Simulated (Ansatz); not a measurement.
# AlGa (singlet): correlated methods under varied settings at distance Al1–Ga2 = 4.255 Å

Aim: run AlGa (singlet) at one geometry under a spread of methods and options, and see what each costs and gives.

Computed with Ansatz 0.2.0, Gaussian basis. Level: the settings change from run to run.

34 further runs of the same task are left out: 5 for a known fault of the program, 1 for a mislabelled method, 21 that didn't finish, 7 set aside as unsound or not needed.

**1. The geometry**

The geometry derives from a PBE0/def2-TZVP stationary point (not a proven minimum). One bond is set to the value named and the two fragments are kept rigid. No spin-orbit coupling is included. The filled d shell of Ga may be among the frozen orbitals whatever the setting's name suggests; the logs give the count.

2 atoms, charge 0, spin multiplicity 1.

Atoms are counted from 1 here; the program's logs count them from 0.

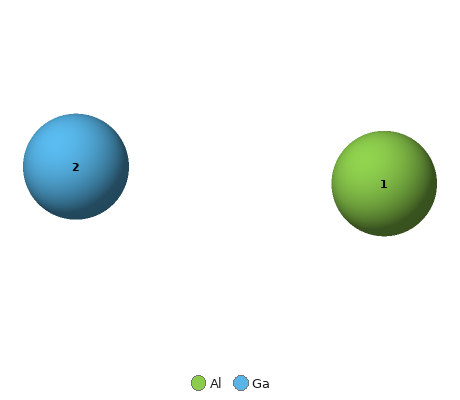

The structure; aluminium green, gallium blue; atoms are numbered from 1 in the order of the file.

Coordinates:

```mol
AlGa
  3D, bonds by distance, orders not assigned

  2  0  0  0  0  0  0  0  0  0999 V2000
    0.0000    0.0000    0.0000 Al  0  0
    0.0000    0.0000    4.2550 Ga  0  0
M  END
```

**2. MP2 on RHF/aug-cc-pVDZ**

Input file in.yaml:

```yaml
crystal:
  periodic: [false, false, false]
  atoms:
    - {symbol: Al, position_ang: [0.000000, 0.000000, 0.000000]}
    - {symbol: Ga, position_ang: [0.000000, 0.000000, 4.255000]}
basis:
  gaussian: {orbitals: aug-cc-pVDZ}
magnetization: {spin_polarized: false}
hamiltonian: {pseudopotentials: {relativity: none}}
correlation: {method: mp2, electrons: valence}
output: {forces: true}
```

The run is started by

```
$ ansatz run in.yaml --threads 1 --pin off --events-out ev --progress --plain --max-ram 2393MiB
```

Output:

```text
Functional definition: HF
  name "HF"
  cite "Fock, Z. Phys. 61, 126 (1930) doi:10.1007/BF01340294"
  parent pbe
  exchange = exact_x
  correlation = 0
683 factors; integrals over basis functions are off by at most 4.9e-4 eV
mean field evaluation 1: about -58913.5689 eV, gradient 3.0e0 eV
mean field evaluation 2: about -58913.5712 eV, gradient 3.0e0 eV
mean field evaluation 4: about -58913.7416 eV, gradient 3.1e-1 eV
mean field evaluation 8: about -58913.7435 eV, gradient 2.2e-4 eV
mean field evaluation 16: about -58896.0923 eV, gradient 1.2e1 eV
mean field evaluation 32: about -58901.1440 eV, gradient 1.3e-3 eV
mean field evaluation 64: about -58901.1440 eV, gradient 1.6e-6 eV
mean field evaluation 96: about -58913.7142 eV, gradient 1.5e0 eV
mean field evaluation 128: about -58913.6236 eV, gradient 2.0e0 eV
mean field evaluation 160: about -58897.5075 eV, gradient 1.6e1 eV
mean field -58913.74351948 eV, -2165.0401411713 hartree, gradient 2.0e-6 eV, S^2 0.000000; 10 other end points of the search recorded, 0 dependent functions left out; unrestricted orbitals would lower it
14 core orbitals not correlated: weight in the atoms' cores, before any rotation towards them, 1.000 or more for the frozen orbitals, at most 0.000 for the correlated occupied ones
reference -58913.74351948 eV, -2165.0401411713 hartree; 8, 8 occupied and 41, 41 virtual orbitals, 683 factors
second order -2.82080469 eV of doubles, -0.00000000 eV of singles
the calculation of the forces begins
Total energy: -58916.56432417 eV, -2165.1438038317 hartree
Atom 0 at     0.000000     0.000000     0.000000 Å, force    -0.000000     0.000000     0.738079 eV/Å
Atom 1 at     0.000000     0.000000     4.255000 Å, force     0.000000    -0.000000    -0.738079 eV/Å
Dipole moment:     0.000000    -0.000000     0.044680 e Å
```

It took 3.3 s on 1 thread of Arm Neoverse V2, shared host.

**3. BCCD on RHF/cc-pVDZ**

Input file in.yaml:

```yaml
crystal:
  periodic: [false, false, false]
  atoms:
    - {symbol: Al, position_ang: [0.000000, 0.000000, 0.000000]}
    - {symbol: Ga, position_ang: [0.000000, 0.000000, 4.255000]}
basis:
  gaussian: {orbitals: cc-pVDZ}
magnetization: {spin_polarized: false}
correlation: {method: bccd, electrons: outside_noble_gas}
scf: {lower_state_search: light}
output: {forces: true}
```

The command is unchanged.

Output, cut to the lines that bear on the results:

```text
Functional definition: HF
  name "HF"
  cite "Fock, Z. Phys. 61, 126 (1930) doi:10.1007/BF01340294"
  parent pbe
[...]
506 factors; integrals over basis functions are off by at most 5.8e-4 eV
[...]
mean field -58913.68520779 eV, -2165.0379982560 hartree, gradient 8.3e-6 eV, S^2 0.000000; 8 other end points of the search recorded, 0 dependent functions left out; unrestricted orbitals would lower it
determinant -58913.68520779 eV, -2165.0379982560 hartree, with singles and doubles -58917.04669748 eV, -2165.1615307239 hartree
determinant -58912.55122093 eV, -2164.9963250078 hartree, with singles and doubles -58916.62157093 eV, -2165.1459076112 hartree
determinant -58911.31150250 eV, -2164.9507661958 hartree, with singles and doubles -58915.76916737 eV, -2165.1145823581 hartree
determinant -58901.00113287 eV, -2164.5718671004 hartree, with no singles and doubles
determinant -58913.68520779 eV, -2165.0379982560 hartree, with singles and doubles -58917.04513712 eV, -2165.1614733818 hartree
determinant -58912.55122093 eV, -2164.9963250078 hartree, with singles and doubles -58916.59670002 eV, -2165.1449936221 hartree
19 core orbitals not correlated: weight in the atoms' cores, before any rotation towards them, 1.000 or more for the frozen orbitals, at most 0.000 for the correlated occupied ones
reference -58913.68520779 eV, -2165.0379982560 hartree; 3, 3 occupied and 23, 23 virtual orbitals, 506 factors
second order -2.27584483 eV of doubles, -0.00000000 eV of singles
cycle   1  -3.35825860 eV  change    1.7e-3 eV  update   6.8e-3
[...]
cycle  13  -3.35577887 eV  change    2.7e-7 eV  update   3.3e-7
[...]
Total energy: -58917.04098665 eV, -2165.1613208548 hartree
Atom 0 at     0.000000     0.000000     0.000000 Å, force     0.000000     0.000000     0.568759 eV/Å
Atom 1 at     0.000000     0.000000     4.255000 Å, force    -0.000000     0.000000    -0.568759 eV/Å
Dipole moment:    -0.000000    -0.000000     0.053174 e Å
```

Wall time 3.6 s (1 thread of Arm Neoverse V2, shared host).

From the report: correlation -3.3558 eV; largest double amplitude 0.34.

**4. BCCD on RHF/def2-TZVP**

Changes to in.yaml since step 3:

```diff
@@ -6,6 +6,5 @@
 basis:
-  gaussian: {orbitals: cc-pVDZ}
+  gaussian: {orbitals: def2-TZVP}
 magnetization: {spin_polarized: false}
 correlation: {method: bccd, electrons: outside_noble_gas}
-scf: {lower_state_search: light}
 output: {forces: true}
```

Same command.

Output, cut to the lines that bear on the results:

```text
Functional definition: HF
  name "HF"
  cite "Fock, Z. Phys. 61, 126 (1930) doi:10.1007/BF01340294"
  parent pbe
[...]
545 factors; integrals over basis functions are off by at most 1.1e-3 eV
[...]
mean field -58914.55821062 eV, -2165.0700805185 hartree, gradient 6.4e-6 eV, S^2 0.000000; 11 other end points of the search recorded, 0 dependent functions left out; unrestricted orbitals would lower it
determinant -58914.55821062 eV, -2165.0700805185 hartree, with singles and doubles -58918.26276049 eV, -2165.2062202151 hartree
determinant -58913.44945035 eV, -2165.0293343302 hartree, with singles and doubles -58917.77905016 eV, -2165.1884441883 hartree
determinant -58912.17627321 eV, -2164.9825459332 hartree, with singles and doubles -58916.78858399 eV, -2165.1520452281 hartree
determinant -58901.95736323 eV, -2164.6070079181 hartree, with no singles and doubles
determinant -58914.55821062 eV, -2165.0700805185 hartree, with singles and doubles -58918.15717109 eV, -2165.2023398762 hartree
determinant -58913.44945035 eV, -2165.0293343302 hartree, with singles and doubles -58917.60011247 eV, -2165.1818683494 hartree
19 core orbitals not correlated: weight in the atoms' cores, before any rotation towards them, 1.000 or more for the frozen orbitals, at most 0.000 for the correlated occupied ones
reference -58914.55821062 eV, -2165.0700805185 hartree; 3, 3 occupied and 63, 63 virtual orbitals, 545 factors
second order -2.64608060 eV of doubles, -0.00000000 eV of singles
cycle   1  -3.59614985 eV  change    2.8e-3 eV  update   7.1e-3
[...]
cycle  13  -3.59403079 eV  change    1.3e-7 eV  update   4.8e-7
[...]
Total energy: -58918.15224141 eV, -2165.2021587138 hartree
Atom 0 at     0.000000     0.000000     0.000000 Å, force     0.000000    -0.000000     0.638807 eV/Å
Atom 1 at     0.000000     0.000000     4.255000 Å, force    -0.000000    -0.000000    -0.638807 eV/Å
Dipole moment:     0.000000    -0.000000     0.078924 e Å
```

Run time: 12 s. Hardware: 1 thread of Arm Neoverse V2, shared host.

From the report: correlation -3.5940 eV; largest double amplitude 0.31.

**5. The runs in one table**

Where basis and cores are those of an earlier FCI/cc-pVDZ run (-58917.2872 eV), and the state is the same kind, the miss against it is given.

| level | correlated | functions | energy (eV) | from FCI (meV) | time |
| --- | --- | --- | --- | --- | --- |
| MP2 on RHF/aug-cc-pVDZ | valence | 63 | -58916.5643 |  | 3.3 s |
| BCCD on RHF/cc-pVDZ | outside noble gas | 45 | -58917.0410 | 246.2 | 3.6 s |
| BCCD on RHF/def2-TZVP | outside noble gas | 85 | -58918.1522 |  | 12 s |

**6. Outcome**

| quantity | value |
| --- | --- |
| runs | 3 |
| quickest | MP2 on RHF/aug-cc-pVDZ, 3.3 s |
| slowest | BCCD on RHF/def2-TZVP, 12 s |

Total energies in different bases, with other cores or another treatment of relativity can't be set against each other. BCCD on RHF/def2-TZVP took 3 times as long as MP2 on RHF/aug-cc-pVDZ; the jobs differ in more than the method.
